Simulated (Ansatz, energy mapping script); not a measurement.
## MnHg: J from the energies of magnetic orders

How strongly do the moments of MnHg couple under PBE? The plan is to run several orders and fit a Heisenberg model.

Calculated with Ansatz 0.2.0; PBE; plane waves, collinear spin, no spin–orbit coupling.

In doubt: warnings of the run leave room for a lower electronic state (steps 4, 5), so energies may not be the lowest and differences between runs may mislead.

**1. Starting point**

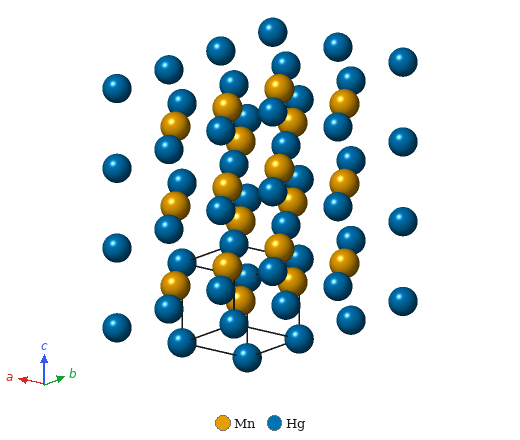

The cell as given, from a free direction (manganese orange, mercury blue). 2×3×3 cells are drawn. Some periodic images of atoms are drawn too.

A plain semilocal functional is the cheapest rung. It tends to spread open shells too far.

**2. A first run with parallel moments**

One run in the crystal's own cell, under PBE with U = 3.6 eV on Mn d, ortho-atomic projectors, shows which elements keep a moment. Transition or f elements with 0.3 μB or more enter the spin model; moments induced on other atoms do not.

Contents of input.yaml:

```yaml
crystal:
  lattice:
    - [3.315, 0.0, 0.0]
    - [0.0, 3.315, 0.0]
    - [0.0, 0.0, 3.315]
  atoms:
    - { symbol: Mn, position: [0.5, 0.5, 0.5], spin: 3.5 }
    - { symbol: Hg, position: [0.0, 0.0, 0.0] }
magnetization:
  spin_polarized: true
kpoints:
  mp_grid: { grid: [12, 12, 12] }
hamiltonian:
  xc: pbe
  hubbard:
    sites: [{ species: Mn, l: d, u_eff: 3.6 }]
    projectors: ortho-atomic
scf:
  occupations: { method: fermi_dirac, width: 0.1 }
output:
  eigenvalues: true
```

Launch:

```
$ ansatz run input.yaml --threads 4 --pin off --max-ram 8192MiB --backend cpu --events-out ev --progress --plain --runs-dir out
```

Numbers of over 12 decimals in the logs are rounded to 6 here.

Output:

```text
Engine: ansatz 0.2.0, aarch64-unknown-linux-gnu
Pseudopotentials: kind: paw
Pseudopotential: Mn, paw, valence charge 15, recommended cutoff 420 eV (normal), Mn.paw.azcp
Pseudopotential: Hg, paw, valence charge 20, recommended cutoff 420 eV (normal), Hg.paw.azcp
Functional definition: PBE
  parameter kappa = 0.804
  parameter beta = 0.066725
  exchange = pbe_x(kappa = kappa, mu = beta*pi^2/3)
  correlation = pbe_c(beta = beta)
Crystal: 2 atoms, lattice volume = 36.429 Å³
Basis set: ecut = 420 eV, 739 PW (Γ)
Bands: 24, of which v1, the nominal top of the filled ones, is band 18 counted from 1 (17 counted from 0)
Symmetry: 48 space group operations
Space group: Pm-3m (ITA 221), of the structure as read, at distance tolerance 3.3e-5 Å
Magnetic group: BNS 221.92 (UNI 1594), of the structure as read, at distance tolerance 3.3e-5 Å
k-points: 84 of 1728
Non-local potential: Mn, projectors of the file, l = 0: 3, l = 1: 2, l = 2: 3, l = 3: 1
Non-local potential: Hg, projectors of the file, l = 0: 3, l = 1: 2, l = 2: 2, l = 3: 1
PAW form: soft (Blöchl's): semilocal exchange-correlation on the pseudo side does not see the compensation charge
PAW one-centre angular grid: Mn, 590 points (default); XC on 64 Gauss nodes
PAW one-centre angular grid: Hg, 590 points (default); XC on 64 Gauss nodes
Initial density: superposition of atomic densities (chi_scale 0.1, normalization cell)
Starting moments: Σ|m| = 3.5 μB on 1 of 2 sites
Initial wavefunctions: pseudopotential atomic-orbital guess
Functional: x = pbe(κ = 0.804, μ = 0.219515), c = pbe(β = 0.066725)
SCF iter   1: F=—  HF=-17710.344454 eV  |F-HF|=—  |Δ(HF+E_count)|=         —  Δρ=7.93e-2 (↑7.93e-2 ↓3.17e-2)  dr2=3.48e0  dr2_m=6.06e-1  M=3.985 μB ∫|m|=4.104 μB  β_m=1.00  ethr=3.10e-3  ⟨swp⟩=4.4  Hψ=14610  notcnv=0
preconditioner: auto → Kerker (q_TF=auto, 2.710 Å⁻¹)  [metal: Δε(μ)=0.018 eV  Ē_g=10.177 eV  σ=0.100 eV  W_gap=0.05  n_scr=18 (ndim 8)  ℏωp=26.8 eV  f_vac=0.000  D(μ)=2.11/eV (n_scr^D=18)]
spin=Collinear: Kerker preconditioning applied to the charge; magnetization (m = ρ↑ − ρ↓) channel mixes plain (no charge-response kernel on spin).
SCF iter   2: F=—  HF=-17710.084595 eV  |F-HF|=—  |Δ(HF+E_count)|=   2.60e-1  Δρ=2.57e-2 (↑2.57e-2 ↓2.08e-2)  dr2=6.17e-1  dr2_m=9.57e-2  M=4.200 μB ∫|m|=4.413 μB  β_m=1.00  ethr=3.10e-3  ⟨swp⟩=2.1  Hψ=6963  notcnv=0  defer=35
SCF iter   3: F=—  HF=-17710.123084 eV  |F-HF|=—  |Δ(HF+E_count)|=   3.85e-2  Δρ=1.03e-2 (↑9.75e-3 ↓1.03e-2)  dr2=1.49e-1  dr2_m=9.28e-3  M=4.289 μB ∫|m|=4.523 μB  β_m=1.00  ethr=1.76e-3  ⟨swp⟩=2.0  Hψ=5354  notcnv=0  defer=32
[...]
SCF iter   8: F=—  HF=-17710.446199 eV  |F-HF|=—  |Δ(HF+E_count)|=   1.80e-4  Δρ=2.80e-4 (↑2.80e-4 ↓2.60e-4)  dr2=1.24e-4  dr2_m=8.88e-7  M=4.393 μB ∫|m|=4.644 μB  β_m=0.71  ethr=5.39e-7  ⟨swp⟩=2.0  Hψ=7070  notcnv=0  defer=28
SCF iter   9: F=—  HF=-17710.446167 eV  |F-HF|=—  |Δ(HF+E_count)|=   3.21e-5  Δρ=1.84e-4 (↑1.84e-4 ↓9.72e-5)  dr2=1.48e-5  dr2_m=1.09e-6  M=4.392 μB ∫|m|=4.644 μB  β_m=0.72  ethr=3.54e-7  ⟨swp⟩=2.0  Hψ=5886  notcnv=0  defer=28
SCF iter  10: F=—  HF=-17710.446165 eV  |F-HF|=—  |Δ(HF+E_count)|=   2.04e-6  Δρ=4.81e-5 (↑4.79e-5 ↓4.81e-5)  dr2=2.84e-6  dr2_m=7.18e-9  M=4.392 μB ∫|m|=4.644 μB  β_m=0.86  ethr=4.24e-8  ⟨swp⟩=2.1  Hψ=5768  notcnv=0  defer=28
SCF iter  11: F=—  HF=-17710.446165 eV  |F-HF|=—  |Δ(HF+E_count)|=   9.95e-8  Δρ=9.23e-6 (↑8.84e-6 ↓9.23e-6)  dr2=1.35e-7  dr2_m=1.37e-10  M=4.392 μB ∫|m|=4.644 μB  β_m=0.93  ethr=8.12e-9  ⟨swp⟩=2.1  Hψ=5055  notcnv=0  defer=28
SCF iter  12: F=-17710.446165 eV  HF=-17710.446165 eV  |F-HF|=4.51e-9  |Δ(HF+E_count)|=   7.45e-9  Δρ=2.41e-6 (↑2.41e-6 ↓1.84e-6)  dr2=7.58e-9  dr2_m=1.26e-10  M=4.392 μB ∫|m|=4.644 μB  ethr=2.86e-10  ⟨swp⟩=3.4  Hψ=10583  notcnv=0
SCF 1 converged in 12 iterations: F = -17710.446165 eV  dr2 = 7.58e-9
[...]
SCF converged after 12 iterations
Magnetization: 4.3922 μB (19.6961 up, 15.3039 down)
Absolute magnetization: 4.6469 μB (∫|ρ↑−ρ↓|, with the PAW one-centre terms)
Spin contamination: 0.1946 ħ² per cell (⟨S²⟩ above its minimum at these occupations)
Per-site moments (μB) at R_I (Å): [(4.348975, 1.184236), (-0.026629, 1.184236)]
Free energy (F): -17710.446165 eV
Harris-Foulkes:  -17710.446165 eV  (|F-HF|=4.51e-9)
Internal energy: -17710.425047 eV  (E = F + TS)
E sigma→0 (E₀):  -17710.435606 eV
Entropy (-TS):   -0.021118 eV (-10.559 meV/atom)
Fermi energy:    16.841187 eV
--- Per-component energies (eV) ---
  E_band       = -605.629718
  E_kinetic    = 903.184278
  E_local      = -4245.469699  (includes V_loc(G=0)·N_el)
  E_nonlocal   = 321.121349
  E_hartree    = 1788.022491
  E_xc         = -333.123116
  E_vxc        = -406.543110  (∫ρ·V_xc dr)
  E_hubbard    = 0.902916  (on-site DFT+U / exact-exchange correction)
  E_vhub       = -8.058025  (the Hubbard potential's part of the band-sum identity)
  E_paw        = -11248.592925  (= ΣΔE_a)
  E_vpaw       = -745.913102  (= ΣTr[D̂ρ^β])
  E_aug_tail   = 0.000975  (compensation charges beyond the density's cutoff)
  E_ewald      = -4896.471318
  E_smearing   = -0.021118  (= −TS)
  E_closure    = 0.000000  (closes the sum)
  Σ components = -17710.446165   (vs F -17710.446165, Δ=0.00e0)
--- Band table (eV; the first three rows and the last of 168) ---
  k-point 0 ↑: bands = [... 14 lower, 11.2352, 11.2352, 11.9890, 11.9890, 11.9890, 21.0377, 21.0377, 21.0377, ... 2 higher]
  k-point 1 ↑: bands = [... 14 lower, 11.2014, 11.2494, 11.9253, 11.9253, 11.9663, 20.1392, 21.2412, 21.2412, ... 2 higher]
  k-point 2 ↑: bands = [... 14 lower, 11.1053, 11.2874, 11.7596, 11.7596, 11.9025, 18.4519, 21.8241, 21.8241, ... 2 higher]
  k-point 83 ↓: bands = [... 14 lower, 15.6102, 15.6102, 16.7241, 19.6745, 19.6745, 21.8381, 21.8381, 21.8381, ... 2 higher]
Occupation matrices written to <dir>
```

The job ended after 2.9 s (4 threads of Arm Neoverse V1, shared host; peak memory 0.49 GiB).

Spin moment in the sphere by atom:

```
atom  spin moment in the sphere (μB)
 Mn1                            4.35
 Hg2                           -0.03
```

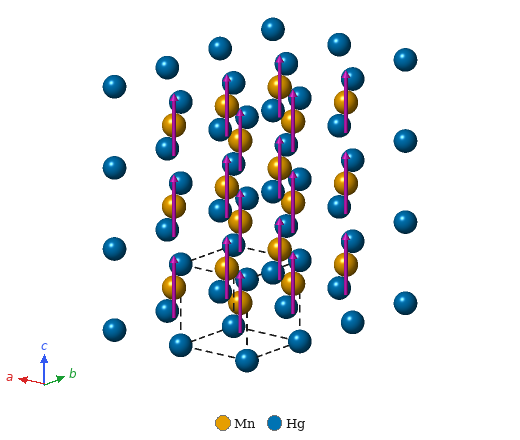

Spin moment in the sphere as arrows, the longest 4.35 μB. Up and down stand for the sign. Arrows give size and sign along the axis of quantisation, drawn up and down the page. 2×3×3 cells are drawn. Some periodic images of atoms are drawn too.

The run ends ferromagnetic; Mn carries the moments.

**3. Run 1 (parallel; cell A, 4 atoms)**

Each cell gets its own parallel run on the same mesh, so that most of the mesh error cancels in the differences.

Contents of input.yaml:

```yaml
crystal:
  lattice:
    - [-3.315, 0.0, 0.0]
    - [0.0, 3.315, 3.315]
    - [0.0, 3.315, -3.315]
  atoms:
    - { symbol: Mn, position: [0.5, 0.5, 0.0], spin: 3.5 }
    - { symbol: Mn, position: [0.5, 0.0, 0.5], spin: 3.5 }
    - { symbol: Hg, position: [0.0, 0.0, 0.0] }
    - { symbol: Hg, position: [0.0, 0.5, 0.5] }
magnetization:
  spin_polarized: true
kpoints:
  mp_grid: { grid: [12, 8, 8] }
hamiltonian:
  xc: pbe
scf:
  occupations: { method: fermi_dirac, width: 0.1 }
output:
  eigenvalues: true
  write_density: true
  write_potential: true
  elf: true
  volumetric_format: npy
```

Output:

```text
[...]
Crystal: 4 atoms, lattice volume = 72.859 Å³
Basis set: ecut = 420 eV, 1459 PW (Γ)
Bands: 47, of which v1, the nominal top of the filled ones, is band 35 counted from 1 (34 counted from 0)
Symmetry: 32 space group operations
[...]
k-points: 105 of 768
[...]
Starting moments: Σ|m| = 7 μB on 2 of 4 sites
[...]
SCF iter   1: F=—  HF=-35422.797409 eV  |F-HF|=—  |Δ(HF+E_count)|=         —  Δρ=6.23e-2 (↑6.23e-2 ↓3.61e-2)  dr2=3.81e0  dr2_m=1.11e0  M=7.803 μB ∫|m|=8.138 μB  β_m=0.30  ethr=3.10e-3  ⟨swp⟩=5.0  Hψ=31007  notcnv=0  defer=108
[...]
SCF iter  11: F=-35423.241756 eV  HF=-35423.241756 eV  |F-HF|=1.46e-11  |Δ(HF+E_count)|=  3.20e-10  Δρ=3.03e-7 (↑1.80e-7 ↓3.03e-7)  dr2=1.07e-10  dr2_m=8.22e-12  M=7.775 μB ∫|m|=8.273 μB  ethr=8.40e-12  ⟨swp⟩=7.4  Hψ=37449  notcnv=0
SCF 1 converged in 11 iterations: F = -35423.241756 eV  dr2 = 1.07e-10
[...]
SCF converged after 11 iterations
Magnetization: 7.7749 μB (38.8875 up, 31.1125 down)
Absolute magnetization: 8.2805 μB (∫|ρ↑−ρ↓|, with the PAW one-centre terms)
[...]
Per-site moments (μB) at R_I (Å): [(3.859337, 1.184236), (3.859337, 1.184236), (-0.025270, 1.184236), (-0.025270, 1.184236)]
Free energy (F): -35423.241756 eV
[...]
Internal energy: -35423.136422 eV  (E = F + TS)
E sigma→0 (E₀):  -35423.189089 eV
Entropy (-TS):   -0.105334 eV (-26.334 meV/atom)
Fermi energy:    16.243407 eV
[...]
--- Band table (eV; the first three rows and the last of 210) ---
  k-point 0 ↑: bands = [... 31 lower, 14.1943, 14.1943, 14.2155, 14.2155, 14.2159, 14.2666, 14.5756, 14.5756, ... 8 higher]
  k-point 1 ↑: bands = [... 31 lower, 13.9812, 14.0716, 14.1370, 14.1383, 14.1475, 14.1934, 14.2128, 15.0535, ... 8 higher]
  k-point 2 ↑: bands = [... 31 lower, 13.6640, 13.7293, 13.9575, 13.9645, 13.9954, 14.1915, 14.2059, 15.8399, ... 8 higher]
  k-point 104 ↓: bands = [... 31 lower, 14.8171, 16.7424, 16.7424, 17.5799, 17.5799, 17.5807, 17.5807, 18.1445, ... 8 higher]
```

Wall time 14 s (4 threads); peak memory 0.81 GiB; 55 s of CPU time.

Spin moment in the sphere by atom:

```
atom  spin moment in the sphere (μB)
 Mn1                            3.86
 Mn2                            3.86
 Hg3                           -0.03
 Hg4                           -0.03
```

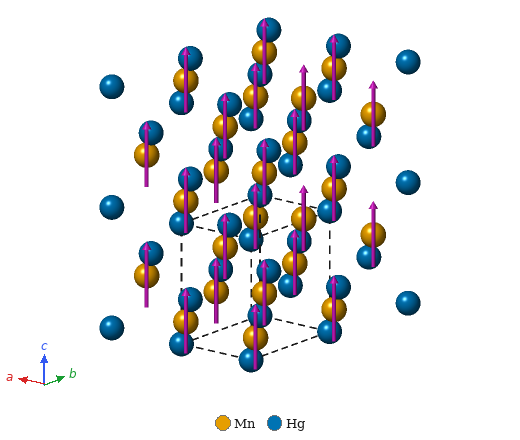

Spin moment in the sphere as arrows, the longest 3.86 μB. Up and down stand for the sign. Arrows give size and sign along the axis of quantisation, drawn up and down the page. 2×2×2 cells are drawn. Some periodic images of atoms are drawn too.

The run ends ferromagnetic.

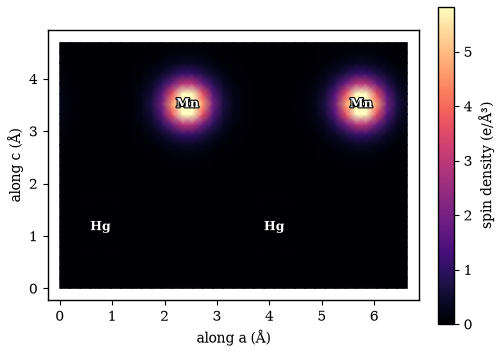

Spin density in the ac plane at fractional y = 0.000, with atoms of Mn and Hg within 0.2 Å of it. The map starts off the cell's origin, so that atoms lie inside it.

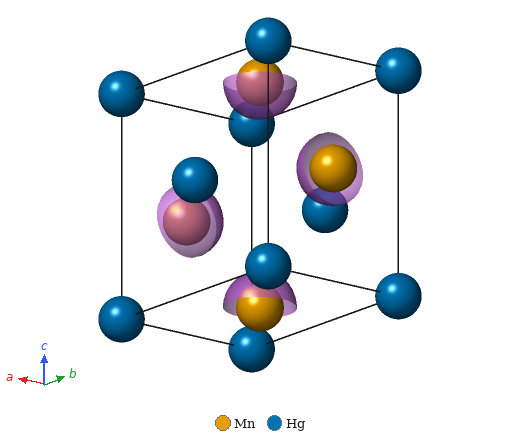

Surface of spin density = 0.49 e/Å³, which holds about 70 % of the integral of its size.

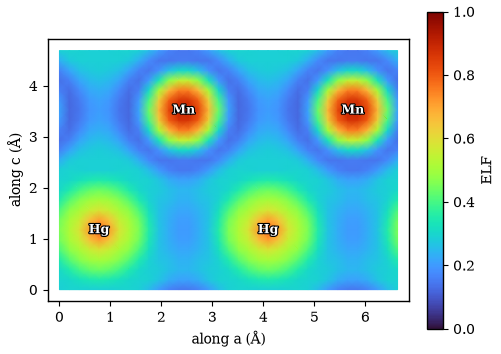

ELF in the ac plane at fractional y = 0.000, with atoms of Mn and Hg within 0.2 Å of it. It is the smooth field of the valence electrons, not physical close to the nuclei. The map starts off the cell's origin, so that atoms lie inside it.

**4. Order 2: compensated +−, cell A of 4 atoms**

This order reverses 4 of the 6 neighbours at 3.31 Å, 8 of the 12 neighbours at 4.69 Å and 0 of the 8 neighbours at 5.74 Å, counted for an average magnetic atom.

input.yaml, as its differences from that of step 3:

```diff
@@ -7,3 +7,3 @@
     - { symbol: Mn, position: [0.5, 0.5, 0.0], spin: 3.5 }
-    - { symbol: Mn, position: [0.5, 0.0, 0.5], spin: 3.5 }
+    - { symbol: Mn, position: [0.5, 0.0, 0.5], spin: -3.5 }
     - { symbol: Hg, position: [0.0, 0.0, 0.0] }
```

Output:

```text
[...]
Crystal: 4 atoms, lattice volume = 72.859 Å³
Basis set: ecut = 420 eV, 1459 PW (Γ)
Bands: 47, of which v1, the nominal top of the filled ones, is band 35 counted from 1 (34 counted from 0)
Symmetry: 16 space group operations
[...]
k-points: 105 of 768
[...]
Starting moments: Σ|m| = 7 μB on 2 of 4 sites
Starting magnetic order: antiferromagnet; a translation exchanges its spin sublattices: spin-degenerate at every k-point
[...]
SCF iter   1: F=—  HF=-35422.695278 eV  |F-HF|=—  |Δ(HF+E_count)|=         —  Δρ=5.20e-2 (↑5.20e-2 ↓5.20e-2)  dr2=3.75e0  dr2_m=1.19e0  M=0.000 μB ∫|m|=8.102 μB  β_m=0.30  ethr=3.10e-3  ⟨swp⟩=4.4  Hψ=15584  notcnv=0  defer=107
[...]
SCF iter  10: F=-35423.126019 eV  HF=-35423.126019 eV  |F-HF|=1.80e-8  |Δ(HF+E_count)|=   2.06e-9  Δρ=2.81e-6 (↑2.81e-6 ↓2.81e-6)  dr2=2.14e-8  dr2_m=2.00e-10  M=0.000 μB ∫|m|=8.176 μB  ethr=9.23e-11  ⟨swp⟩=7.6  Hψ=18907  notcnv=0
SCF 1 converged in 10 iterations: F = -35423.126019 eV  dr2 = 2.14e-8
[...]
WARN: an SCF from ferromagnetic starting moments (-3.89, -3.89, 0.00, 0.00 Bohr magnetons, atom by atom) was not made, by what the run has read of turns of its moments that order reads lower: the deck asks for what bars it, or types moments that do (magnetization.spin_polarized, in the input reference, names some of the keys), or the run goes by scf.lower_state_search: light, the default, which as a rule tries one only behind a close that has lost an order of both signs, or on which an open d or half-filled 4f shell of a PAW file has lost a moment that was set nearer to Hund's than to what is left; [rest of the remark cut]
SCF converged after 10 iterations
Magnetization: 0.0000 μB (35.0000 up, 35.0000 down)
Absolute magnetization: 8.1787 μB (∫|ρ↑−ρ↓|, with the PAW one-centre terms)
[...]
Per-site moments (μB) at R_I (Å): [(3.882691, 1.184236), (-3.882691, 1.184236), (-2.7122805608083e-17, 1.184236), (2.7122805608083e-17, 1.184236)]
Free energy (F): -35423.126019 eV
[...]
Internal energy: -35423.021321 eV  (E = F + TS)
E sigma→0 (E₀):  -35423.073670 eV
Entropy (-TS):   -0.104698 eV (-26.175 meV/atom)
Fermi energy:    16.151987 eV
[...]
--- Band table (eV; the first three rows and the last of 210) ---
  k-point 0 ↑: bands = [... 31 lower, 14.2249, 14.6937, 14.6937, 15.3657, 16.6199, 17.4206, 17.6734, 17.6734, ... 8 higher]
  k-point 1 ↑: bands = [... 31 lower, 14.1573, 14.2231, 14.8963, 15.7420, 16.6727, 17.4498, 17.5763, 17.6704, ... 8 higher]
  k-point 2 ↑: bands = [... 31 lower, 13.9984, 14.2187, 15.3405, 15.8749, 16.7457, 17.3668, 17.5648, 17.6632, ... 8 higher]
  k-point 104 ↓: bands = [... 31 lower, 14.6530, 14.6538, 14.6538, 14.8302, 15.3592, 15.3592, 16.9545, 17.5948, ... 8 higher]
```

Wall time 9.3 s (4 threads); peak memory 0.79 GiB.

Spin moment in the sphere by atom:

```
atom  spin moment in the sphere (μB)
 Mn1                            3.88
 Mn2                           -3.88
 Hg3                            0.00
 Hg4                            0.00
```

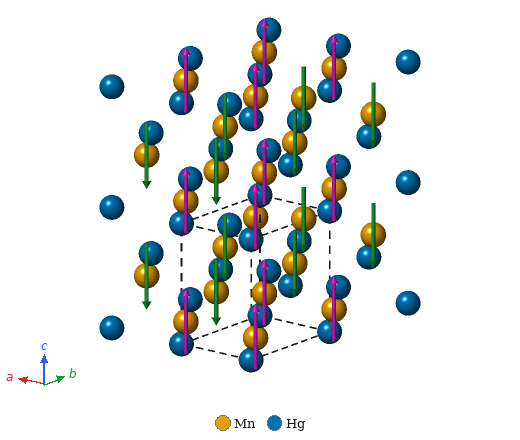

Spin moment in the sphere as arrows, the longest 3.88 μB. Up and down stand for the sign. Arrows give size and sign along the axis of quantisation, drawn up and down the page. The two directions have two colours. 2×2×2 cells are drawn. Some periodic images of atoms are drawn too.

The run ends antiferromagnetic, 57.71 meV a magnetic atom above the parallel order of its cell (energies taken at zero occupation width, not the printed F).

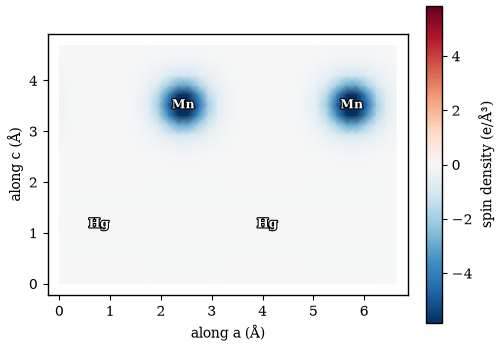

Spin density in the ac plane at fractional y = 0.000, with atoms of Mn and Hg within 0.2 Å of it. The map starts off the cell's origin, so that atoms lie inside it.

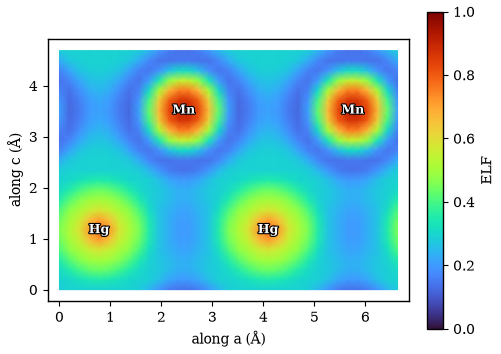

ELF in the ac plane at fractional y = 0.000, with atoms of Mn and Hg within 0.2 Å of it. It is the smooth field of the valence electrons, not physical close to the nuclei. The map starts off the cell's origin, so that atoms lie inside it.

**5. Order 3: parallel, cell B of 4 atoms**

A new cell needs its own zero of energy.

This run holds the same structure in another cell (b 4.688 → 3.315 Å, c 4.688 → 6.630 Å).

input.yaml, the sections that differ from step 4:

```yaml
crystal:
  lattice:
    - [3.315, 0.0, 0.0]
    - [0.0, 3.315, 0.0]
    - [0.0, 0.0, 6.63]
  atoms:
    - { symbol: Mn, position: [0.5, 0.5, 0.25], spin: 3.5 }
    - { symbol: Mn, position: [0.5, 0.5, 0.75], spin: 3.5 }
    - { symbol: Hg, position: [0.0, 0.0, 0.0] }
    - { symbol: Hg, position: [0.0, 0.0, 0.5] }
kpoints:
  mp_grid: { grid: [12, 12, 6] }
output:
  eigenvalues: true
# magnetization, hamiltonian, scf: as in step 4
```

Output:

```text
[...]
Crystal: 4 atoms, lattice volume = 72.859 Å³
Basis set: ecut = 420 eV, 1447 PW (Γ)
Bands: 47, of which v1, the nominal top of the filled ones, is band 35 counted from 1 (34 counted from 0)
Symmetry: 32 space group operations
[...]
k-points: 112 of 864
[...]
Starting moments: Σ|m| = 7 μB on 2 of 4 sites
[...]
k-point 0 ↑: bands = [... 31 lower, 13.3504, 13.5094, 13.5094, 13.9971, 14.2160, 14.2160, 14.2160, 14.7043, ... 8 higher]
  k-point 1 ↑: bands = [... 31 lower, 13.3636, 13.5480, 13.5480, 14.0122, 14.1569, 14.1569, 14.2017, 14.8543, ... 8 higher]
  k-point 2 ↑: bands = [... 31 lower, 13.3873, 13.6584, 13.6584, 14.0065, 14.0065, 14.0531, 14.1625, 15.5255, ... 8 higher]
  k-point 111 ↓: bands = [... 31 lower, 14.7649, 17.3612, 17.3612, 18.1633, 18.1633, 18.7562, 18.7562, 18.7820, ... 8 higher]
[key lines of the parts left out:]
SCF converged after 10 iterations
Magnetization: 7.7743 μB (38.8871 up, 31.1129 down)
Free energy (F): -35423.244220 eV
Fermi energy:    16.243740 eV
```

Run time: 13 s. Hardware: 4 threads; peak memory 0.83 GiB; 49 s of CPU time.

The run ends ferromagnetic. For each magnetic atom its energy differs from the parallel run of the first cell by -1.74 meV, an error that one common reference would have brought in.

[end of part 1 of 2]

[Logs and program files are shortened in this print: banners, set-up blocks, solver, clock and traceback lines can be left out without a mark of their own.]

[Logs are printed without paths, hosts, clocks, repeated set-up lines and the standing remarks that a program may print on its own settings, such as how far it seeks lower states.]

[Hosts, paths, dates, database ids (printed as entryN), source tags and the programs' standing remarks are cut or masked in the printed files.]

[Where a cell is said to come from a database of computed structures, the database is the Materials Project.]
